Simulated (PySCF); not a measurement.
C$_{4}$H$_{6}$BCl$_{2}$Si (doublet)

Input

```
{"job": {"kind": "epr", "basis": "pcH-1"}, "charge": 0, "multiplicity": 2}
C      2.914045    -0.492907     0.216289
C      2.185393     0.498733     0.724663
Si     0.349793     0.776133     0.510133
C     -0.525738    -0.580652    -0.323178
C     -1.856113    -0.707286    -0.671202
B     -2.955809     0.299651    -0.473841
Cl    -2.634362     1.852857     0.262915
Cl    -4.594815    -0.016348    -0.974284
H      2.484072    -1.264695    -0.399554
H      3.974719    -0.575440     0.395213
H      2.703401     1.236638     1.328700
H     -0.033209     2.043428     1.098945
H      0.111090    -1.427211    -0.567298
H     -2.123147    -1.643375    -1.149667
```

Command:

```sh
OMP_NUM_THREADS=1 python probes_run.py task.json out
```

Geometry: GFN2-xTB.

The calculation used UKS B3LYP, pcH-1 on B C Cl H Si, non-relativistic, mean-field spin-orbit, GIAO in PySCF.

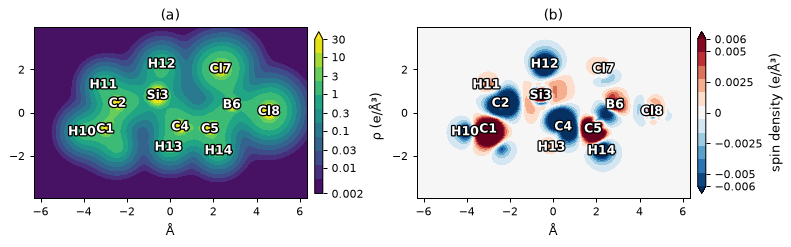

Figure 1. (a) electron density; (b) spin density on the plane of atoms C2, Si3 and C4.

> What does the map show?

The plane passes through C, Si, B, Cl and H nuclei.
C–C (1.33 Å): the density is about 2.3 e/Å³ at the midpoint.
C–B (1.50 Å): ρ is about 1.6 e/Å³ halfway.
B–Cl (1.74 Å): ρ is about 1.4 e/Å³ halfway.
C–Si (1.82 Å): ρ is about 1 e/Å³ halfway.
C–H (1.08 Å): ρ is about 2 e/Å³ halfway.
The unpaired spin (1 electron) lies mostly on Si3 (about 0.5), C5 (about 0.2), C1 (about 0.1) and B6 (about 0.1), in electrons by Hirshfeld's partition.

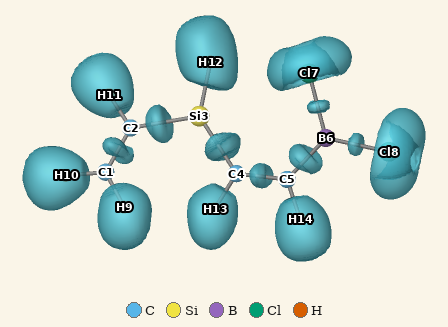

Figure 2. Isosurface of the ELF at 0.85 (cyan), seen at a tilt. Core shells and regions of very low density are left out.

> Where are the electrons localised?

At this value the surface marks out one region between bonded B–C atoms (shared pairs), two regions between bonded B–Cl atoms (shared pairs), two regions between bonded C–C atoms (shared pairs), two regions between bonded C–Si atoms (shared pairs), six regions around hydrogen nuclei and two rings or bowls of non-bonding electrons around Cl. Profiles from the grid: C–C (1.33 Å): the ELF peaks at about 0.95 between the atoms (a multiple bond). C–B (1.50 Å): the ELF peaks at about 0.95 between the atoms, as expected for localised, covalent bonding.

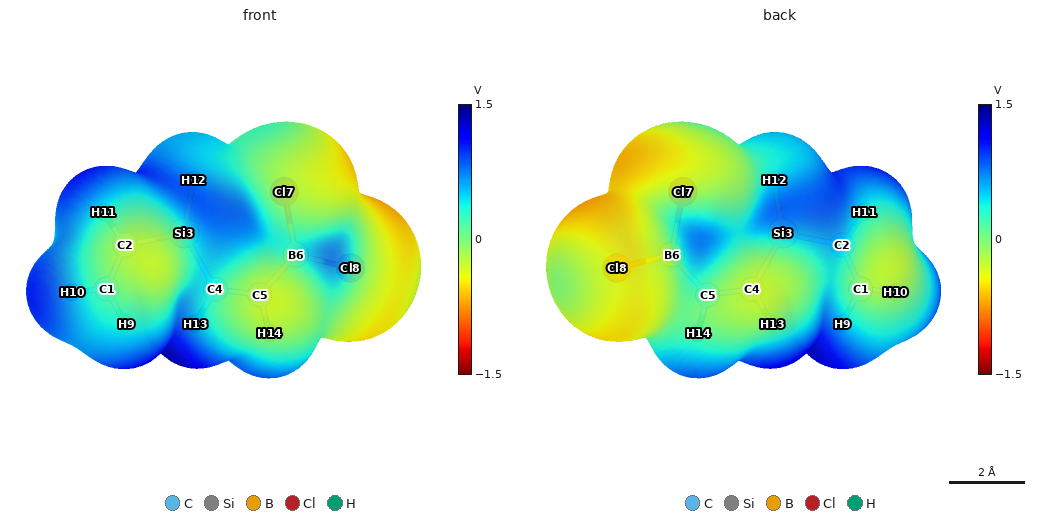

Figure 3. The molecular electrostatic potential painted on the density surface at 0.002 e/bohr³, seen from the front and from behind; the colour scale runs from red (negative) to blue (positive).

> Describe the electrostatic potential map.

The most negative region (about −0.7 V) lies over Cl7 and Cl8, the most positive (about +1.3 V) over H9 and H13. Cl7 shows a σ-hole: about +0.2 V at the tip opposite its bond, against about −0.2 V on its flanks.
